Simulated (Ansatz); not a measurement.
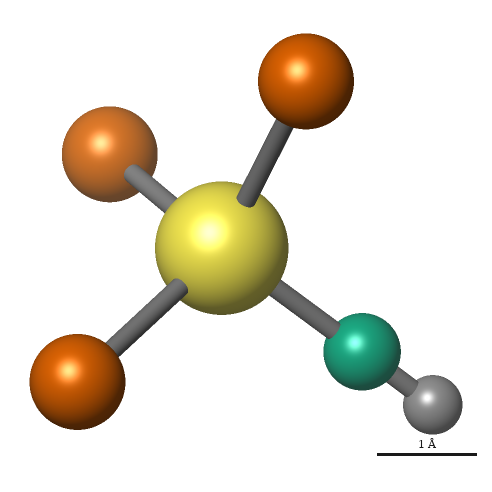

The picture shows a molecular structure as a ball-and-stick model. Colours: oxygen teal, zirconium yellow, chlorine orange, hydrogen grey.

Charge 0, singlet. The geometry was computed by an optimisation with PBE0-D4/def2-TZVP.

Identify the structure.

The molecule is Cl₃HOZr. Its SMILES string is `[OH][Zr]([Cl])([Cl])[Cl]`. This geometry has C3v symmetry. Coordination: 1 O linear; 1 Zr tetrahedral.

More results for the same structure follow; atom numbers are the same in all pictures, views and colours differ.

## Geometry

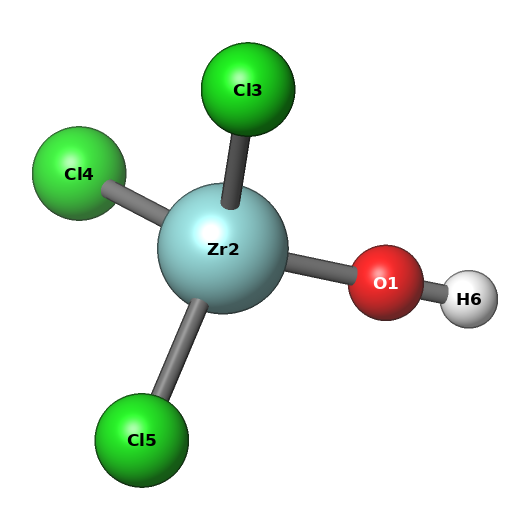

Numbered structure.

Give the bond lengths.

```json
{"bond": "O1–Zr2", "length (Å)": "1.878"}
{"bond": "O1–H6", "length (Å)": "0.954"}
{"bond": "Zr2–Cl3", "length (Å)": "2.336"}
{"bond": "Zr2–Cl4", "length (Å)": "2.336"}
{"bond": "Zr2–Cl5", "length (Å)": "2.336"}
```

## Levels of theory compared

Program: Ansatz 0.2.0.

Compare HOMO–LUMO gap (eV) at these levels: BLYP-D4/def2-TZVPP; CAM-B3LYP-D4/def2-TZVPP; PBE0-D4/def2-SVP; SPW92 (LDA)/def2-TZVPP; r2SCAN0-D4/def2-TZVPP; r2SCANh-D4/def2-TZVPP; ωB97M-V/def2-QZVPP; ωB97M-V/def2-TZVPP; ωB97X-V/def2-TZVPP.

```
                  level  HOMO–LUMO gap (eV)
     BLYP-D4/def2-TZVPP                5.15
CAM-B3LYP-D4/def2-TZVPP                9.79
       PBE0-D4/def2-SVP                7.41
 SPW92 (LDA)/def2-TZVPP                5.12
  r2SCAN0-D4/def2-TZVPP                7.71
  r2SCANh-D4/def2-TZVPP                6.50
     ωB97M-V/def2-QZVPP               11.64
     ωB97M-V/def2-TZVPP               11.66
     ωB97X-V/def2-TZVPP               11.89
```

## Dipole moment

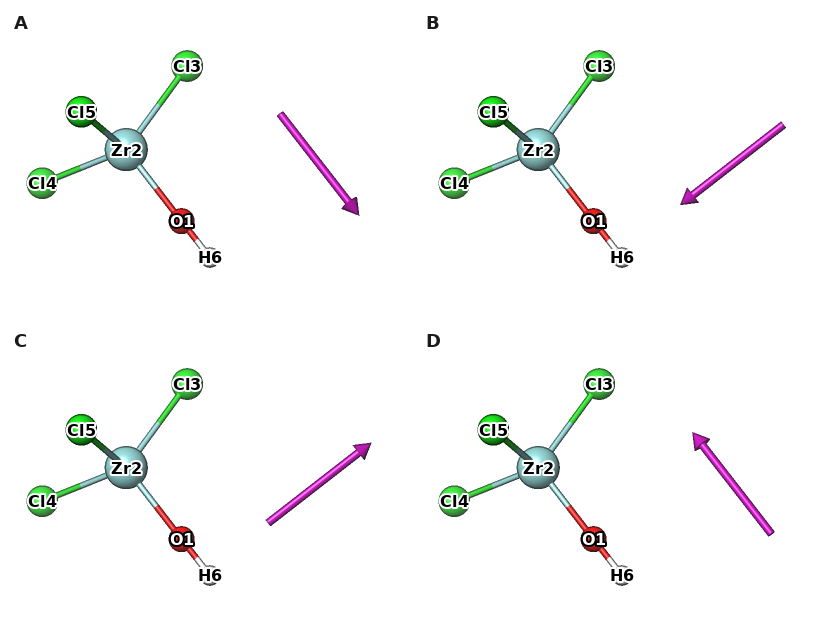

The same molecule four times, each with an arrow. Level of theory: RKS PBE0-D4/def2-TZVP, core potentials on Zr (Ansatz 0.2.0).

> Which arrow points along the dipole moment, from the negative to the positive end?

A. The dipole moment is 2.95 D; it points from the side of Cl3, Cl4, Cl5 to the side of H6 (the outermost atoms at the two ends).

## Charges

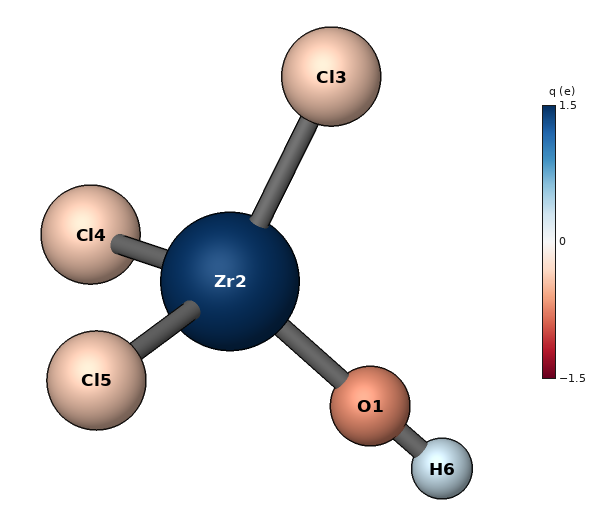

Atoms are coloured by their Mulliken charges. Level of theory: RKS PBE0-D4/def2-TZVP, core potentials on Zr (Ansatz 0.2.0).

List the Mulliken charges.

| atom | value (e) |
| --- | --- |
| O1 | −0.70 |
| Zr2 | 1.48 |
| Cl3 | −0.38 |
| Cl4 | −0.38 |
| Cl5 | −0.38 |
| H6 | 0.35 |

Mulliken values depend strongly on the basis set and can even reverse the polarity of a bond.
